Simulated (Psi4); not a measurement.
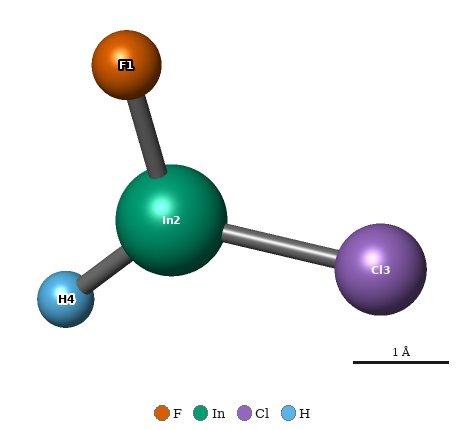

*The structure (ball-and-stick view, seen at a tilt; atoms are numbered from 1 in the order of the input). Sticks mark near contacts.*

Bond lengths as drawn: Cl–In 2.30 Å, F–In 1.94 Å and H–In 1.69 Å.

**InHClF (charge +1): single-point calculation**

The run: single-point calculation of InHClF, charge +1, multiplicity 2. Method and program: wB97X-D/def2-TZVP, UKS, core potentials def2 (Psi4 1.11).

The geometry is that of the parent species in another charge or spin state. The geometry comes from this level: PBE0-D4/def2-TZVP.

### Input file (calc.py)
```python
import psi4

psi4.set_memory('1600 MB')
psi4.set_num_threads(1)
psi4.core.set_output_file('output.dat', False)

geom = psi4.geometry("""
1 2
F     -1.569200    -0.190500     0.987800
In    -0.021100     0.130300    -0.135600
Cl     1.671100    -1.313100     0.468200
H     -0.025300     1.312800    -1.340700
symmetry c1
""")

psi4.set_options({
    'basis': 'def2-TZVP',
    'reference': 'uks',
    'puream': True,
    'scf_type': 'pk',
    'dft_radial_points': 99,
    'dft_spherical_points': 590,
    'maxiter': 150,
})

result = psi4.energy('wb97x-d', molecule=geom)
print('E =', round(result, 9))
```

Run on 1 thread of Intel Xeon @ 2.90GHz (Ice Lake), 64 GiB of memory available, shared host.

Run as:
```bash
python calc.py
```

### Log
```
=> Loading Basis Set <=

    Name: DEF2-TZVP
    Role: ORBITAL
    Keyword: BASIS

    !!!  WARNING: ECP capability is in beta. Please check occupations closely.  !!!

   => WB97X-D: Empirical Dispersion <=

    Chai and Head-Gordon Dispersion Correction

        s6 =       1.000000

         ---------------------------------------------------------
                                   SCF
                              UKS Reference
                        1 Threads,   1525 MiB Core
         ---------------------------------------------------------

  ==> Geometry <==

    Molecular point group: c1
    Full point group: C1

    Geometry (in Angstrom), charge = 1, multiplicity = 2:

       Center              X                  Y                   Z               Mass
    ------------   -----------------  -----------------  -----------------  -----------------
         F           -1.723275500061     0.005179018875     0.880624381993    18.998403162730
         IN          -0.175175500061     0.325979018875    -0.242775618007   114.903878776000
         CL           1.517024499939    -1.117420981125     0.361024381993    34.968852682000
         H           -0.179375500061     1.508479018875    -1.447875618007     1.007825032230

  Running in c1 symmetry.

  Rotational constants: A =      0.34406  B =      0.09481  C =      0.07433 [cm^-1]
  Rotational constants: A =  10314.67505  B =   2842.39148  C =   2228.33444 [MHz]
  Nuclear repulsion =  167.456036724742745

  Charge       = 1
  Multiplicity = 2
  Electrons    = 47
  Nalpha       = 24
  Nbeta        = 23

  ==> Algorithm <==

  SCF Algorithm Type is PK.
  DIIS enabled.
  MOM disabled.
  Fractional occupation disabled.
  Guess Type is SAD.
  Energy threshold   = 1.00e-06
  Density threshold  = 1.00e-06
  Integral threshold = 1.00e-12

  ==> Primary Basis <==

  Basis Set: DEF2-TZVP
    Blend: DEF2-TZVP
    Number of shells: 44
    Number of basis functions: 124
    Number of Cartesian functions: 143
    Spherical Harmonics?: true
    Max angular momentum: 3

  Core potential: DEF2-TZVP
    Number of shells: 4
    Number of ECP primitives: 18
    Number of ECP core electrons: 28
    Max angular momentum: 3

  ==> DFT Potential <==

   => LibXC <=

    Version 7.1.2

   => Composite Functional: WB97X-D <=

    wB97X-D Hyb-GGA Exchange-Correlation Functional

    Deriv               =              1
    GGA                 =           TRUE
    Meta                =          FALSE

    Exchange Hybrid     =           TRUE
    MP2 Hybrid          =          FALSE

   => Exchange-Correlation Functionals <=

    1.0000   wB97X-D range-separated functional

   => Exact (HF) Exchange <=

    0.7780            HF,LR [omega = 0.2000]
    0.2220               HF

   => LibXC Density Thresholds  <==

    XC_HYB_GGA_XC_WB97X_D:  1.00E-14

   => Molecular Quadrature <=

    Radial Scheme          =       TREUTLER
    Pruning Scheme         =           NONE
    Nuclear Scheme         =       TREUTLER

    Blocking Scheme        =         OCTREE
    BS radius alpha        =              1
    Pruning alpha          =              1
    Radial Points          =             99
    Spherical Points       =            590
    Total Points           =         224799
    Total Blocks           =           1710
    Max Points             =            256
    Max Functions          =            121
    Weights Tolerance      =       1.00E-15

  ==> Integral Setup <==

  Using in-core PK algorithm.
   Calculation information:
      Number of atoms:                   4
      Number of AO shells:              44
      Number of primitives:             82
      Number of atomic orbitals:       143
      Number of basis functions:       124

      Integral cutoff                 1.00e-12
      Number of threads:                 1

  Performing in-core PK
  Using 90105375 doubles for integral storage.
  We computed 397538 shell quartets total.
  Whereas there are 490545 unique shell quartets.

  Computing range-separated integrals for PK
  We computed 397538 wK shell quartets total.
  Whereas there are 490545 wK unique shell quartets.

  ==> DiskJK: Disk-Based J/K Matrices <==

    J tasked:                  Yes
    K tasked:                  Yes
    wK tasked:                 Yes
    Omega:               2.000E-01
    Memory [MiB]:             1029
    Schwarz Cutoff:          1E-12

  Cached 16.7% of DFT collocation blocks in 0.092 [GiB].

  Minimum eigenvalue in the overlap matrix is 2.7321501362E-03.
  Reciprocal condition number of the overlap matrix is 6.5123675606E-04.
    Using symmetric orthogonalization.

  ==> Pre-Iterations <==

  SCF Guess: Superposition of Atomic Densities via on-the-fly atomic UHF (no occupation information).

   -------------------------
    Irrep   Nso     Nmo
   -------------------------
     A        124     124
   -------------------------
    Total     124     124
   -------------------------

  ==> Iterations <==

                        Total Energy        Delta E     RMS |[F,P]|

   @UKS iter SAD:  -749.49344854525759   -7.49493e+02   0.00000e+00
   @UKS iter   1:  -750.36925420163618   -8.75806e-01   5.24794e-03 ADIIS/DIIS
   @UKS iter   2:  -749.66457530997855    7.04679e-01   1.17359e-02 ADIIS/DIIS
   @UKS iter   3:  -750.48875273729186   -8.24177e-01   1.96699e-03 ADIIS/DIIS
   @UKS iter   4:  -750.51201905030257   -2.32663e-02   3.85804e-04 ADIIS/DIIS
   @UKS iter   5:  -750.51385436887233   -1.83532e-03   1.17763e-04 ADIIS/DIIS
   @UKS iter   6:  -750.51412027028334   -2.65901e-04   5.15382e-05 DIIS
   @UKS iter   7:  -750.51427849562685   -1.58225e-04   4.00484e-05 DIIS
   @UKS iter   8:  -750.51438718087763   -1.08685e-04   3.16245e-05 DIIS
   @UKS iter   9:  -750.51446709908839   -7.99182e-05   2.75746e-05 DIIS
   @UKS iter  10:  -750.51456954274215   -1.02444e-04   2.02235e-05 DIIS
   @UKS iter  11:  -750.51471609013174   -1.46547e-04   1.32111e-05 DIIS
   @UKS iter  12:  -750.51475410461865   -3.80145e-05   8.48592e-06 DIIS
   @UKS iter  13:  -750.51476772924661   -1.36246e-05   4.08859e-06 DIIS
   @UKS iter  14:  -750.51477089633204   -3.16709e-06   3.62459e-06 DIIS
   @UKS iter  15:  -750.51477211786437   -1.22153e-06   2.41558e-06 DIIS
   @UKS iter  16:  -750.51477262437277   -5.06508e-07   1.63699e-06 DIIS
   @UKS iter  17:  -750.51477309657457   -4.72202e-07   1.39261e-06 DIIS
   @UKS iter  18:  -750.51477357764622   -4.81072e-07   1.38334e-06 DIIS
   @UKS iter  19:  -750.51477426062479   -6.82979e-07   1.12281e-06 DIIS
   @UKS iter  20:  -750.51477506011099   -7.99486e-07   7.07001e-07 DIIS
  Energy and wave function converged.

  ==> Post-Iterations <==

   Electrons on quadrature grid:
      Nalpha   =   24.0000017302 ; deviation = 1.730e-06
      Nbeta    =   23.0000017835 ; deviation = 1.784e-06
      Ntotal   =   47.0000035137 ; deviation = 3.514e-06

   @Spin Contamination Metric:   7.098282907E-03
   @S^2 Expected:                7.500000000E-01
   @S^2 Observed:                7.570982829E-01
   @S   Expected:                5.000000000E-01
   @S   Observed:                5.000000000E-01

    Orbital Energies [Eh]
    ---------------------

    Alpha Occupied:

       1A   -102.031070     2A    -24.960210     3A     -9.912947
       4A     -7.667090     5A     -7.651495     6A     -7.647714
       7A     -5.062532     8A     -3.465234     9A     -3.459490
      10A     -3.454051    11A     -1.420947    12A     -1.244717
      13A     -1.139000    14A     -1.136692    15A     -1.131347
      16A     -1.130558    17A     -1.120534    18A     -0.798730
      19A     -0.756275    20A     -0.714290    21A     -0.712526
      22A     -0.672140    23A     -0.661795    24A     -0.650981

    Alpha Virtual:

      25A     -0.226288    26A     -0.204740    27A     -0.128447
      28A     -0.050377    29A     -0.033701    30A     -0.032370
      31A     -0.016389    32A      0.014352    33A      0.027610
      34A      0.055573    35A      0.062808    36A      0.081851
      37A      0.143110    38A      0.174023    39A      0.199387
      40A      0.207254    41A      0.209482    42A      0.241214
      43A      0.249238    44A      0.290668    45A      0.321904
      46A      0.374299    47A      0.383169    48A      0.387176
      49A      0.483287    50A      0.504558    51A      0.508660
      52A      0.548365    53A      0.639954    54A      0.659994
      55A      0.676972    56A      0.684848    57A      0.701637
      58A      0.716350    59A      0.748300    60A      0.780107
      61A      0.782516    62A      0.800242    63A      0.882244
      64A      0.943762    65A      0.971296    66A      1.108674
      67A      1.512483    68A      1.513795    69A      1.543377
      70A      1.549161    71A      1.641070    72A      1.645869
      73A      1.659304    74A      1.786109    75A      1.833218
      76A      1.836470    77A      1.843098    78A      1.857254
      79A      1.880870    80A      1.893811    81A      1.958327
      82A      1.980617    83A      1.997193    84A      2.010925
      85A      2.012578    86A      2.033407    87A      2.034076
      88A      2.049481    89A      2.098842    90A      2.099960
      91A      2.140206    92A      2.151013    93A      2.212723
      94A      2.431407    95A      2.475913    96A      2.560462
      97A      2.612779    98A      3.089850    99A      3.178856
     100A      3.238800   101A      3.559303   102A      3.907887
     103A      6.800917   104A      6.803593   105A      6.806286
     106A      6.811655   107A      6.812939   108A      6.814316
     109A      6.819054   110A      8.207401   111A      8.217484
     112A      8.330975   113A      8.364154   114A      8.613104
     115A     10.478221   116A     10.491107   117A     10.677951
     118A     24.697759   119A     37.914930   120A     38.965931
     121A     39.243917   122A     39.265881   123A     56.722359
     124A    125.550855

    Beta Occupied:

       1A   -102.024807     2A    -24.957858     3A     -9.907291
       4A     -7.648202     5A     -7.646865     6A     -7.643629
       7A     -5.061625     8A     -3.464954     9A     -3.458135
      10A     -3.452738    11A     -1.414088    12A     -1.206553
      13A     -1.136384    14A     -1.136097    15A     -1.131045
      16A     -1.126686    17A     -1.114409    18A     -0.785353
      19A     -0.701086    20A     -0.694436    21A     -0.666435
      22A     -0.658829    23A     -0.638398

    Beta Virtual:

      24A     -0.450719    25A     -0.215663    26A     -0.204362
      27A     -0.122905    28A     -0.045088    29A     -0.032601
      30A     -0.030881    31A     -0.010968    32A      0.016149
      33A      0.029225    34A      0.059167    35A      0.067617
      36A      0.089428    37A      0.154193    38A      0.177788
      39A      0.202624    40A      0.226798    41A      0.241958
      42A      0.256007    43A      0.272729    44A      0.296467
      45A      0.324789    46A      0.374577    47A      0.388114
      48A      0.395854    49A      0.487220    50A      0.507420
      51A      0.513069    52A      0.549915    53A      0.644928
      54A      0.666673    55A      0.677129    56A      0.686141
      57A      0.706231    58A      0.718157    59A      0.749623
      60A      0.780846    61A      0.791329    62A      0.800525
      63A      0.886504    64A      0.948422    65A      0.974619
      66A      1.114986    67A      1.532122    68A      1.532446
      69A      1.561919    70A      1.564720    71A      1.651176
      72A      1.652933    73A      1.680017    74A      1.797712
      75A      1.855763    76A      1.869239    77A      1.875952
      78A      1.881264    79A      1.885112    80A      1.903929
      81A      1.972968    82A      1.984202    83A      2.014395
      84A      2.017473    85A      2.030202    86A      2.044966
      87A      2.048056    88A      2.061670    89A      2.102573
      90A      2.107914    91A      2.144647    92A      2.163207
      93A      2.216314    94A      2.436086    95A      2.485100
      96A      2.567329    97A      2.626507    98A      3.096373
      99A      3.180977   100A      3.241240   101A      3.565828
     102A      3.912188   103A      6.805142   104A      6.809638
     105A      6.810417   106A      6.813927   107A      6.814202
     108A      6.820039   109A      6.825782   110A      8.210099
     111A      8.220140   112A      8.338585   113A      8.372179
     114A      8.622483   115A     10.491241   116A     10.494531
     117A     10.678925   118A     24.704462   119A     37.916152
     120A     38.965643   121A     39.244843   122A     39.267878
     123A     56.724287   124A    125.548552

    Final Occupation by Irrep:
              A
    DOCC [    23 ]
    SOCC [     1 ]
    NA   [    24 ]
    NB   [    23 ]

  @UKS Final Energy:  -750.51477506011099

   => Energetics <=

    Nuclear Repulsion Energy =            167.4560367247427450
    One-Electron Energy =               -1432.7034875773426847
    Two-Electron Energy =                 554.4319556075865876
    DFT Exchange-Correlation Energy =     -39.6986883868271931
    Empirical Dispersion Energy =          -0.0005914282704622
    VV10 Nonlocal Energy =                  0.0000000000000000
    Total Energy =                       -750.5147750601109919

  UHF NO Occupations:
  HONO-2 :   22  A 1.9991274
  HONO-1 :   23  A 1.9980549
  HONO-0 :   24  A 1.0000000
  LUNO+0 :   25  A 0.0019451
  LUNO+1 :   26  A 0.0008726
  LUNO+2 :   27  A 0.0004983
  LUNO+3 :   28  A 0.0001228

Computation Completed

Properties will be evaluated at   0.000000,   0.000000,   0.000000 [a0]

Properties computed using the SCF density matrix

 Multipole Moments:

 ------------------------------------------------------------------------------------
     Multipole            Electronic (a.u.)      Nuclear  (a.u.)        Total (a.u.)
 ------------------------------------------------------------------------------------

 L = 1.  Multiply by 2.5417464519 to convert [e a0] to [Debye]
 Dipole X            :        -10.5615964           12.1355868            1.5739904
 Dipole Y            :         19.9685209          -20.0226066           -0.0540856
 Dipole Z            :        -14.9589344           14.2048263           -0.7541082
 Magnitude           :                                                    1.7461530

 ------------------------------------------------------------------------------------

	total time  =         43 seconds =       0.72 minutes
```

### Standard output
```
E = -750.51477506
```

### Results in brief

| quantity | value |
| --- | --- |
| outcome | converged |
| total energy | −750.514775 hartree |
| dispersion energy | −0.000591 hartree |
| basis functions | 124 |
| ⟨S²⟩ | 0.757 |
| wall time | 44 s |
| peak memory | 1 GiB |
